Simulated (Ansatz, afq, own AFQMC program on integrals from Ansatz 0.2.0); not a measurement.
# CH₂Al (doublet): AFQMC on the coupled-cluster ladder, cc-pVDZ, part 2 of 2

Ansatz 0.2.0, Gaussian basis, and an in-house AFQMC program (afq) on its integrals; all values are calculated; cc-pVDZ, frozen cores.

## Step 13: CCSD(T) on UHF

in.yaml reads:

```yaml
crystal:
  periodic: [false, false, false]
  atoms:
    - {symbol: Al, position_ang: [0.000000, 0.000000, 0.704959]}
    - {symbol: C, position_ang: [0.000000, 0.000000, -1.265754]}
    - {symbol: H, position_ang: [0.000000, -0.896128, -1.894102]}
    - {symbol: H, position_ang: [0.000000, 0.896128, -1.894102]}
basis:
  gaussian: {orbitals: cc-pVDZ}
magnetization: {spin_polarized: true, initial_magnetization: 1}
correlation: {method: ccsd_t, electrons: outside_noble_gas, hamiltonian_folder: ham}
```

Launch:

```bash
ansatz run in.yaml --threads 1 --pin off --events-out ev --progress --plain --max-ram 1843MiB
```

Log, cut to the lines that bear on the results:

```text
Functional definition: HF
  name "HF"
  cite "Fock, Z. Phys. 61, 126 (1930) doi:10.1007/BF01340294"
  parent pbe
[...]
401 factors; integrals over basis functions are off by at most 1.2e-3 eV
[...]
mean field -7643.19327405 eV, -280.8821720788 hartree, gradient 1.0e-6 eV, S^2 0.851152; 24 other end points of the search recorded, 0 dependent functions left out
determinant -7643.19327405 eV, -280.8821720788 hartree, with singles and doubles -7648.49891591 eV, -281.0771508210 hartree
determinant -7641.99779862 eV, -280.8382391671 hartree, with singles and doubles -7647.23468250 eV, -281.0306911000 hartree
determinant -7641.68610455 eV, -280.8267846215 hartree, with singles and doubles -7646.27851241 eV, -280.9955524972 hartree
determinant -7641.65645689 eV, -280.8256950901 hartree, with singles and doubles -7647.24160839 eV, -281.0309456217 hartree
[...]
determinant -7643.19327405 eV, -280.8821720788 hartree, with singles and doubles -7648.50119990 eV, -281.0772347559 hartree
determinant -7643.18913162 eV, -280.8820198475 hartree, with singles and doubles -7648.50229608 eV, -281.0772750398 hartree
determinant -7643.18911712 eV, -280.8820193144 hartree, with singles and doubles -7648.50231027 eV, -281.0772755613 hartree
determinant -7643.18911712 eV, -280.8820193144 hartree, with singles and doubles -7648.50237098 eV, -281.0772777923 hartree
[...]
6 core orbitals not correlated: weight in the atoms' cores, before any rotation towards them, 1.000 or more for the frozen orbitals, at most 0.000 for the correlated occupied ones
reference -7643.18911712 eV, -280.8820193144 hartree; 5, 4 occupied and 31, 32 virtual orbitals, 401 factors
second order -4.40339333 eV of doubles, -0.00000000 eV of singles
cycle   1  -5.31325107 eV  change    2.8e-6 eV  update   1.9e-6
perturbative correction -0.13248022 eV, -0.0048685581 hartree
Total energy: -7648.63484841 eV, -281.0821462481 hartree
```

It took 6.5 s on 1 thread of AMD EPYC 7R13 (Zen 3), shared host; peak memory 0.27 GiB.

From the report: ⟨S²⟩ of the determinant 0.760 (pure doublet: 0.75); correlation -5.4457 eV; T1 0.014; largest double amplitude 0.11.

This run also writes the integrals to the folder ham.

## Step 14: CCSDT(Q) on UHF

in.yaml, as its differences from that of step 13:

```diff
@@ -10,2 +10,2 @@
 magnetization: {spin_polarized: true, initial_magnetization: 1}
-correlation: {method: ccsd_t, electrons: outside_noble_gas, hamiltonian_folder: ham}
+correlation: {method: ccsdt_q, electrons: outside_noble_gas}
```

Launched as before.

Log, cut to the lines that bear on the results:

```text
Functional definition: HF
  name "HF"
  cite "Fock, Z. Phys. 61, 126 (1930) doi:10.1007/BF01340294"
  parent pbe
[...]
783 factors; integrals over basis functions are off by at most 1.9e-7 eV
[...]
mean field -7643.19330806 eV, -280.8821733286 hartree, gradient 1.0e-6 eV, S^2 0.851162; 24 other end points of the search recorded, 0 dependent functions left out
determinant -7643.19330806 eV, -280.8821733286 hartree, with singles and doubles -7648.49895087 eV, -281.0771521059 hartree
determinant -7641.99784055 eV, -280.8382407080 hartree, with singles and doubles -7647.23471067 eV, -281.0306921354 hartree
determinant -7641.68614665 eV, -280.8267861684 hartree, with singles and doubles -7646.27853946 eV, -280.9955534915 hartree
determinant -7641.65649473 eV, -280.8256964806 hartree, with singles and doubles -7647.24163607 eV, -281.0309466389 hartree
[...]
determinant -7643.18916473 eV, -280.8820210641 hartree, with singles and doubles -7648.50233138 eV, -281.0772763373 hartree
determinant -7643.18915016 eV, -280.8820205286 hartree, with singles and doubles -7648.50234616 eV, -281.0772768802 hartree
determinant -7643.18915016 eV, -280.8820205286 hartree, with singles and doubles -7648.50240667 eV, -281.0772791042 hartree
[...]
6 core orbitals not correlated: weight in the atoms' cores, before any rotation towards them, 1.000 or more for the frozen orbitals, at most 0.000 for the correlated occupied ones
reference -7643.18915016 eV, -280.8820205286 hartree; 5, 4 occupied and 31, 32 virtual orbitals, 783 factors
second order -4.40341855 eV of doubles, -0.00000000 eV of singles
cycle   1  -5.02738990 eV  change   -6.2e-1 eV  update   7.9e-2
[...]
cycle  17  -5.46901514 eV  change    4.7e-7 eV  update   3.5e-7
perturbative correction -0.00844871 eV, -0.0003104844 hartree
Total energy: -7648.66661401 eV, -281.0833136123 hartree
```

Run time: 16 s. Hardware: 1 thread of AMD EPYC 7R13 (Zen 3), shared host; peak memory 0.27 GiB.

From the report: ⟨S²⟩ of the determinant 0.760 (pure doublet: 0.75); correlation -5.4775 eV; T1 0.015; largest double amplitude 0.11.

## Step 15: Phaseless AFQMC, CISD trial on UHF

It reads the integrals that the CCSD(T) run on this determinant wrote.

Launch:

```bash
afq ham --method phaseless --trial cisd --walkers 60 --populations 1 --least-time 40 --time-step 0.005 --steps-per-block 50 --equilibration-blocks 28 --max-blocks 300 --target-error 0.00036 --factor-cut 1e-05 --start spin_pure --seed 2576 --release-times 0.24,0.5,1,1.5 --release-step 0.02 --release-every 4 --taylor-order 6
```

Log:

```text
orbitals 36  electrons 5 4  factors 274 of 401
reference energy -280.88201931 Eh
CCSD correlation -0.19525817 Eh in 11 cycles, weight of the determinant in the CISD state 0.8781
energy of the start -281.077068 Eh
 block  time / (1/Eh)  mean weight  energy / Eh
     1     0.250  1.0013  -281.075113
     2     0.500  0.9993  -281.075031
     3     0.750  1.0006  -281.077209
     4     1.000  0.9988  -281.078466
     5     1.250  1.0000  -281.079757
     6     1.500  1.0003  -281.081716
     7     1.750  1.0016  -281.082648
     8     2.000  0.9991  -281.082159
     9     2.250  1.0003  -281.085301
    10     2.500  1.0004  -281.084529
    17     4.250  0.9997  -281.081202
    25     6.250  1.0002  -281.084134
    33     8.250  0.9996  -281.083830
    41    10.250  0.9998  -281.082703
    49    12.250  1.0022  -281.080800
    57    14.250  1.0015  -281.083139
    65    16.250  1.0028  -281.081053
    73    18.250  1.0006  -281.080181
    81    20.250  1.0022  -281.081815
    89    22.250  1.0009  -281.076952
    97    24.250  0.9982  -281.086424
   105    26.250  1.0004  -281.081182
   113    28.250  0.9995  -281.084598
   121    30.250  1.0029  -281.082765
   129    32.250  0.9986  -281.079132
   137    34.250  1.0003  -281.082205
   145    36.250  0.9991  -281.083667
   153    38.250  0.9989  -281.078259
   161    40.250  1.0012  -281.088496
   169    42.250  0.9988  -281.078092
   177    44.250  0.9970  -281.092369
   185    46.250  1.0005  -281.081638
   193    48.250  0.9986  -281.085115
   201    50.250  0.9977  -281.082607
   209    52.250  0.9988  -281.085775
   217    54.250  0.9995  -281.081404
   225    56.250  0.9980  -281.089429
   233    58.250  1.0000  -281.084490
   241    60.250  0.9998  -281.085245
   249    62.250  1.0019  -281.097615
   257    64.250  0.9984  -281.084737
   265    66.250  0.9996  -281.087518
   273    68.250  0.9992  -281.085917
   281    70.250  1.0018  -281.084594
   289    72.250  1.0005  -281.085316
   297    74.250  0.9990  -281.083064
   305    76.250  0.9984  -281.074889
   313    78.250  0.9983  -281.083998
   321    80.250  0.9984  -281.085974
blocks merged  error / Eh  count
     1  0.000216  300
     2  0.000264  150
     4  0.000321  75
     8  0.000403  37
    16  0.000496  18
    32  0.000499  9
released: time / (1/Eh)  energy / Eh  error  mean overlap
  0.24  -281.082948  0.000376  1.0014
  0.50  -281.083308  0.000422  0.9987
  1.00  -281.082976  0.000334  0.9956
  1.50  -281.082675  0.000408  1.0066
energy -281.083326 +/- 0.000496 Eh
```

It took 4.3 min on 1 thread of AMD EPYC 7R13 (Zen 3), shared host; peak memory 0.27 GiB.

Energy -7648.6669 ± 0.0135 eV. Caveats: constraint bias not in the error.

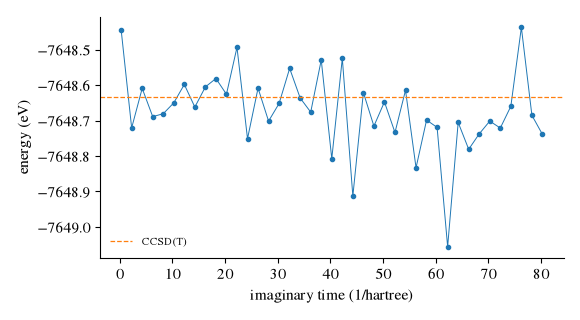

Block energies along the walk.

## Step 16: Phaseless AFQMC, single-determinant trial on UHF

It reads the integrals that the CCSD(T) run on this determinant wrote.

Launch:

```bash
afq ham --method phaseless --trial hf --walkers 120 --populations 1 --least-time 40 --time-step 0.005 --steps-per-block 20 --equilibration-blocks 112 --max-blocks 600 --target-error 0.00108 --factor-cut 1e-05 --start spin_pure --seed 8594 --taylor-order 6
```

Log:

```text
orbitals 36  electrons 5 4  factors 274 of 401
reference energy -280.88201931 Eh
CCSD correlation -0.19525817 Eh in 11 cycles, weight of the determinant in the CISD state 0.8781
energy of the start -280.882225 Eh
 block  time / (1/Eh)  mean weight  energy / Eh
     1     0.100  0.9990  -280.921596
     2     0.200  1.0002  -280.955231
     3     0.300  1.0002  -280.975949
     4     0.400  0.9995  -280.991012
     5     0.500  1.0007  -281.008282
     6     0.600  1.0024  -281.033460
     7     0.700  0.9994  -281.033961
     8     0.800  1.0005  -281.040679
     9     0.900  1.0019  -281.051011
    10     1.000  1.0015  -281.060159
    18     1.800  0.9987  -281.064011
    35     3.500  1.0001  -281.094703
    52     5.200  1.0002  -281.068308
    69     6.900  0.9985  -281.085581
    86     8.600  0.9994  -281.083653
   103    10.300  0.9994  -281.086257
   120    12.000  0.9990  -281.078505
   137    13.700  0.9979  -281.062989
   154    15.400  0.9995  -281.071727
   171    17.100  1.0006  -281.064162
   188    18.800  1.0001  -281.087965
   205    20.500  1.0008  -281.062898
   222    22.200  1.0007  -281.080747
   239    23.900  0.9998  -281.087474
   256    25.600  0.9995  -281.083444
   273    27.300  1.0002  -281.068227
   290    29.000  1.0008  -281.085723
   307    30.700  1.0005  -281.110859
   324    32.400  0.9998  -281.078613
   341    34.100  0.9993  -281.094632
   358    35.800  0.9998  -281.070651
   375    37.500  0.9980  -281.085532
   392    39.200  1.0004  -281.101780
   409    40.900  0.9996  -281.080398
   426    42.600  1.0010  -281.079014
   443    44.300  0.9991  -281.069418
   460    46.000  1.0008  -281.067914
   477    47.700  0.9995  -281.078340
   494    49.400  1.0005  -281.066237
   511    51.100  0.9994  -281.099907
   528    52.800  1.0024  -281.096469
   545    54.500  1.0000  -281.069470
   562    56.200  0.9987  -281.060384
   579    57.900  0.9993  -281.079661
   596    59.600  0.9999  -281.083439
   613    61.300  1.0005  -281.078281
   630    63.000  1.0004  -281.064825
   647    64.700  0.9988  -281.088925
   664    66.400  0.9995  -281.066192
   681    68.100  1.0001  -281.100315
   698    69.800  0.9971  -281.061077
blocks merged  error / Eh  count
     1  0.000545  600
     2  0.000724  300
     4  0.000952  150
     8  0.001228  75
    16  0.001496  37
    32  0.001689  18
    64  0.001957  9
energy -281.079375 +/- 0.001689 Eh
```

Wall time 2.5 min (1 thread of AMD EPYC 7R13 (Zen 3), shared host); peak memory 0.27 GiB.

Energy -7648.5594 ± 0.0460 eV. Caveats: constraint bias not in the error; error above the target.

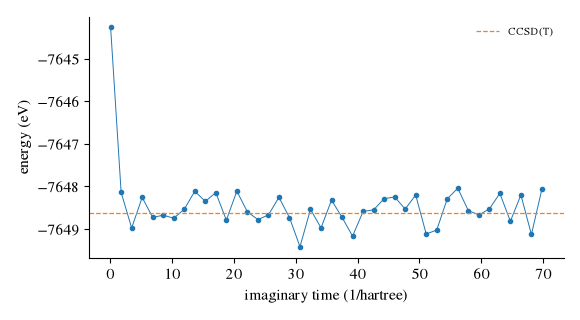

Block energies along the walk.

## Step 17: Free-projection AFQMC, CISD trial on UHF

It reads the integrals that the CCSD(T) run on this determinant wrote.

Launch:

```bash
afq ham --method free --trial cisd --walkers 60 --time-step 0.03 --max-blocks 80 --target-error 0.00036 --factor-cut 1e-05 --seed 9091 --times 0,0.3,0.6,1.2,1.8,2.4,3.6,4.8,6 --taylor-order 8
```

Log:

```text
orbitals 36  electrons 5 4  factors 274 of 401
reference energy -280.88201931 Eh
CCSD correlation -0.19525817 Eh in 11 cycles, weight of the determinant in the CISD state 0.8781
repeat  energy at the last time / Eh  error
    10  -281.082984  0.002295
    20  -281.083626  0.001345
    30  -281.083933  0.001024
    40  -281.082900  0.000980
    50  -281.082977  0.000925
    60  -281.083494  0.000916
    70  -281.083477  0.000813
    80  -281.083488  0.000746
time / (1/Eh)  energy / Eh  error  mean overlap
  0.00  -281.077167  0.000142  1.1395
  0.30  -281.080383  0.000170  1.1413
  0.60  -281.081752  0.000206  1.1389
  1.20  -281.082639  0.000255  1.1424
  1.80  -281.083206  0.000269  1.1241
  2.40  -281.083037  0.000342  1.1252
  3.60  -281.083755  0.000398  1.1009
  4.80  -281.083426  0.000548  1.0885
  6.00  -281.083488  0.000746  1.1163
energy -281.083488 +/- 0.000746 Eh
```

Run time: 3.4 min. Hardware: 1 thread of AMD EPYC 7R13 (Zen 3), shared host; peak memory 0.27 GiB.

Energy -7648.6714 ± 0.0203 eV. Caveats: remainder of the start not in the error; error above the target.

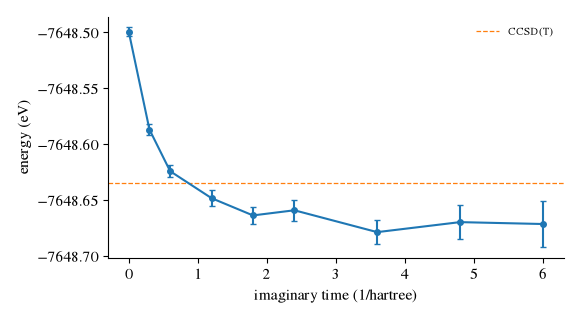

Energy against projection time, with error bars.

## Step 18: All levels side by side

On the ROHF determinant, counted from CCSDT(Q) (a yardstick, not exact):

| level | energy (eV) | from CCSDT(Q) (meV) | statistical error (meV) | time |
| --- | --- | --- | --- | --- |
| HF | -7643.0977 | +5568.4 |  |  |
| MP2 | -7647.5975 | +1068.6 |  |  |
| CCSD | -7648.5004 | +165.6 |  |  |
| CCSD(T) | -7648.6347 | +31.4 |  |  |
| CCSDT(Q) | -7648.6661 | 0.0 |  |  |
| Phaseless AFQMC, CISD trial, step 0.005, 60 walkers | -7648.6668 | -0.7 | 14.3 | 4.5 min |
| Phaseless AFQMC, single-determinant trial, step 0.005, 120 walkers | -7648.6060 | +60.1 | 53.3 | 2.6 min |
| Free-projection AFQMC, CISD trial, step 0.03, 60 walkers | -7648.6715 | -5.5 | 19.9 | 3.6 min |

On the UHF determinant, counted from CCSDT(Q) (a yardstick, not exact):

| level | energy (eV) | from CCSDT(Q) (meV) | statistical error (meV) | time |
| --- | --- | --- | --- | --- |
| HF | -7643.1891 | +5477.5 |  |  |
| MP2 | -7647.5925 | +1074.1 |  |  |
| CCSD | -7648.5024 | +164.2 |  |  |
| CCSD(T) | -7648.6348 | +31.8 |  |  |
| CCSDT(Q) | -7648.6666 | 0.0 |  |  |
| Phaseless AFQMC, CISD trial, step 0.005, 60 walkers | -7648.6669 | -0.3 | 13.5 | 4.3 min |
| Phaseless AFQMC, single-determinant trial, step 0.005, 120 walkers | -7648.5594 | +107.2 | 46.0 | 2.5 min |
| Free-projection AFQMC, CISD trial, step 0.03, 60 walkers | -7648.6714 | -4.8 | 20.3 | 3.4 min |

The functionals' totals stand on their own zeros and serve differences with other points: PBE -7658.491 eV; r2SCAN -7662.335 eV; PBE0 -7659.365 eV; B3LYP -7664.512 eV; wB97M-V -7662.837 eV; B2PLYP -7659.360 eV.

## Step 19: Summary of results

The summary covers parts 1 to 2.

```
                                                       quantity              value
                                  CCSD(T) on ROHF from CCSDT(Q)          +31.4 meV
              Phaseless AFQMC, CISD trial on ROHF from CCSDT(Q)    -0.7 ± 14.3 meV
Phaseless AFQMC, single-determinant trial on ROHF from CCSDT(Q)   +60.1 ± 53.3 meV
        Free-projection AFQMC, CISD trial on ROHF from CCSDT(Q)    -5.5 ± 19.9 meV
                                   CCSD(T) on UHF from CCSDT(Q)          +31.8 meV
               Phaseless AFQMC, CISD trial on UHF from CCSDT(Q)    -0.3 ± 13.5 meV
 Phaseless AFQMC, single-determinant trial on UHF from CCSDT(Q)  +107.2 ± 46.0 meV
         Free-projection AFQMC, CISD trial on UHF from CCSDT(Q)    -4.8 ± 20.3 meV
```

**Reading.** On ROHF the phaseless walk with the CISD trial lies -0.7 meV from CCSDT(Q), within three error bars. Free projection has no constraint; at the last time it gives -5.5 ± 19.9 meV. On UHF the phaseless walk with the CISD trial lies -0.3 meV from CCSDT(Q), within three error bars. Free projection has no constraint; at the last time it gives -4.8 ± 20.3 meV, and from a start that isn't spin pure other spins can mix in. Error bars are statistical and leave out the constraint, the time step and what remains of the start.
